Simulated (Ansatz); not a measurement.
**F2H4O2Si2···HCl···H2O: density, localisation and related maps**

```xyz
15

Si   -1.6584   -0.0579   -0.1417
O    -0.1584   -0.1062   -0.7708
Si    0.5824    0.5010   -2.1339
F    -2.5533   -1.1242   -0.8739
F    -2.2654    1.3616   -0.4726
O    -1.6635   -0.4105    1.4161
H     1.2402    0.1730    2.2765
Cl    0.6116    1.0579    3.0625
H     1.1191   -0.8118    0.4614
O     1.7634   -0.8890    1.1845
H     0.9606    1.9123   -1.8950
H     1.7874   -0.3298   -2.3563
H    -0.3466    0.3987   -3.2840
H    -1.1469    0.1251    2.0396
H     1.7277   -1.8003    1.4878
```

The reactant side of a reaction path; geometry: PBE0-D4/def2-TZVP.

Theory: Ansatz 0.2.0, RKS PBE0-D4/def2-TZVPP.

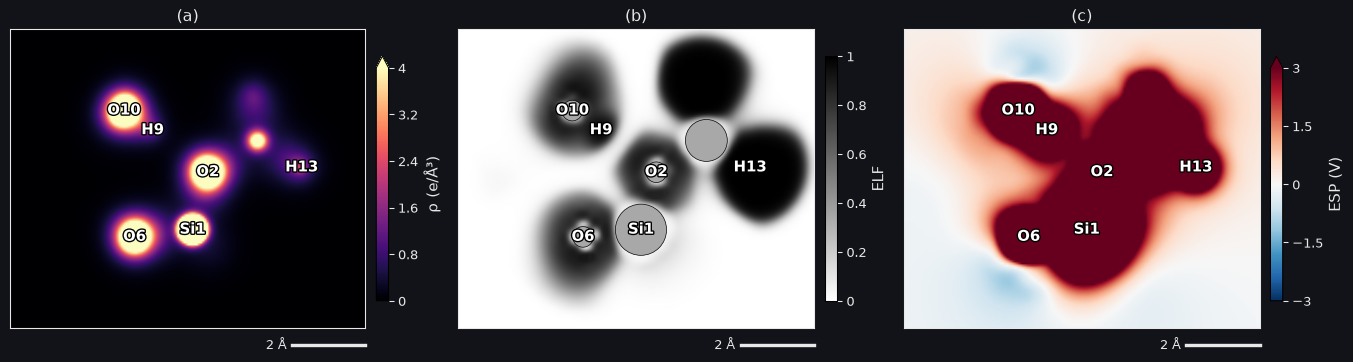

Figure 1. (a) electron density; (b) electron localisation function; (c) molecular electrostatic potential on the plane of atoms O2, Si1 and O6. Grey discs cover the atomic cores in the ELF map.

Question: Read the bonding off the picture.

Answer: The plane passes through Si, O and H nuclei.
Si–O (1.60 Å): the density is about 1.3 e/Å³ at the midpoint; the ELF peaks at about 0.90 between the atoms; a short, strongly polar bond.
O–H (0.97 Å): ρ is about 3.8 e/Å³ halfway; the ELF climbs to about 1 towards the hydrogen, as it does in any bond to H; an ordinary covalent bond to hydrogen.
The ELF also peaks beside O6 and O10, away from the bonds: lone-pair regions.
Outside the dense part of the complex the potential is most negative (−1.1 V) near O6.

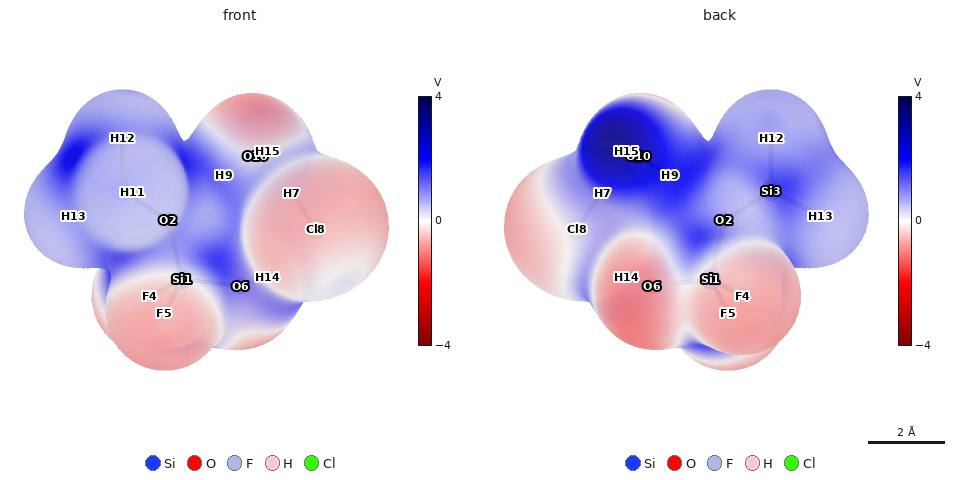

Figure 2. The electrostatic potential painted on the density surface at 0.002 e/bohr³, seen from the front and from behind; red is negative and blue positive.

Question: Which sites attract a positive test charge, and which a negative one?

Answer: A positive charge is drawn to the negative regions and a negative charge to the positive ones. The most negative region (about −1.0 V) lies over O6, the most positive (about +3.1 V) over H15. O6 is the likeliest acceptor of a hydrogen bond.

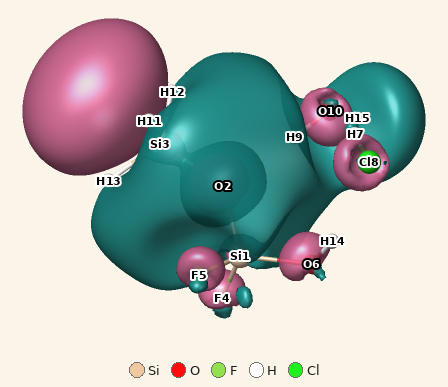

Figure 3. The LUMO at ±0.05 Å⁻³ᐟ² (teal and pink are the two phases), seen at a tilt.

Question: What is the character of this orbital?

Answer: It lies mainly on Si3 (about 45 %), Si1 (about 10 %) and O2 (about 10 %). Its energy is −0.56 eV.

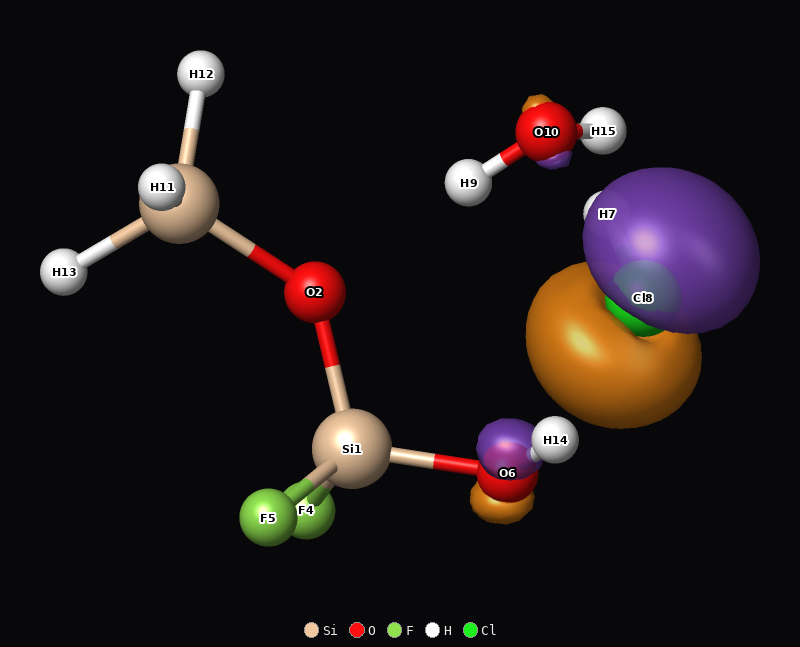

Figure 4. The HOMO−1 at ±0.2 Å⁻³ᐟ² (orange and purple are the two phases), seen at a tilt.

Question: Describe this orbital and give its energy.

Answer: It lies mainly on Cl8 (about 85 %); largely a lone pair of Cl8. Its energy is −9.27 eV.
